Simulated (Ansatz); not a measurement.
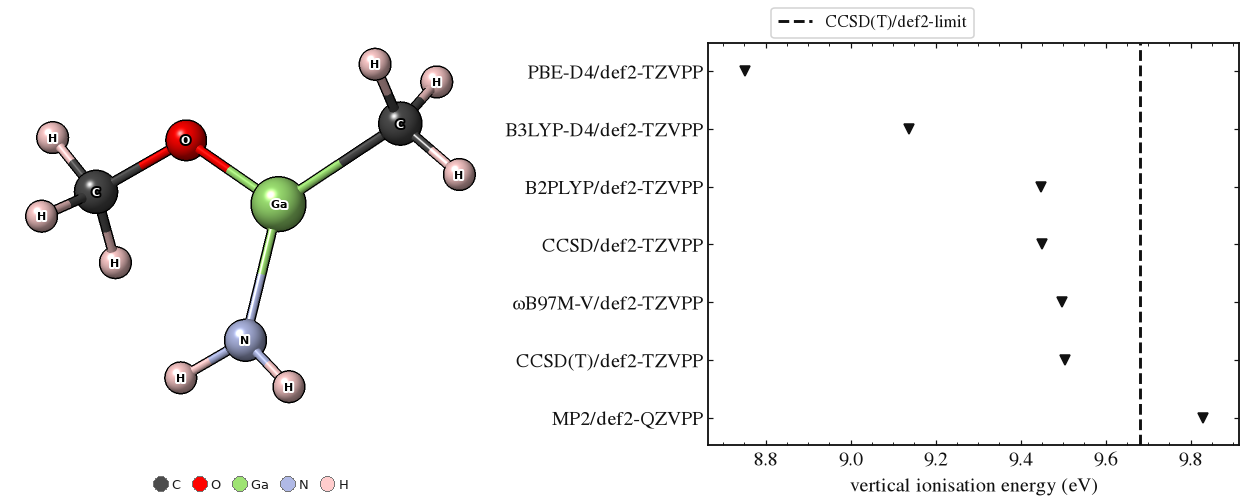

Vertical ionisation energy of C₂H₈GaNO, SMILES C[O][Ga]([CH3])[NH2], singlet, taken as the energy of the cation less that of the neutral at fixed geometry (unrestricted doublet cation, cores frozen in correlated methods, no spin-orbit coupling), the Ansatz code 0.2.0, at a PBE0-D4/def2-TZVP geometry (with a soft imaginary mode, 9i cm⁻¹). Limit means an estimate of the basis limit from triple and quadruple zeta; for coupled cluster it is either extrapolated directly or built as the MP2 limit plus the step from MP2 in triple zeta. B2PLYP/def2-TZVPP holds a correlation term that converges slowly with the basis, so part of the distance to the limit is basis error. The distance of CCSD/def2-TZVPP, CCSD(T)/def2-TZVPP and MP2/def2-QZVPP to the limit includes basis error.

### What range do the values span, the line included?

From 8.75 eV (PBE-D4/def2-TZVPP) to 9.83 eV (MP2/def2-QZVPP).

### Give the values.

| level | eV | less CCSD(T)/def2-limit |
| --- | --- | --- |
| PBE-D4/def2-TZVPP | 8.75 | −0.93 |
| B3LYP-D4/def2-TZVPP | 9.14 | −0.54 |
| B2PLYP/def2-TZVPP | 9.45 | −0.23 |
| CCSD/def2-TZVPP | 9.45 | −0.23 |
| ωB97M-V/def2-TZVPP | 9.50 | −0.18 |
| CCSD(T)/def2-TZVPP | 9.50 | −0.18 |
| MP2/def2-QZVPP | 9.83 | 0.15 |
| CCSD(T)/def2-limit | 9.68 | 0.00 |

Limits of at least one run: no scalar relativity up to krypton; one conformer of a flexible molecule; outer-core shells are correlated without core-valence functions, which makes the correlated values less sure.
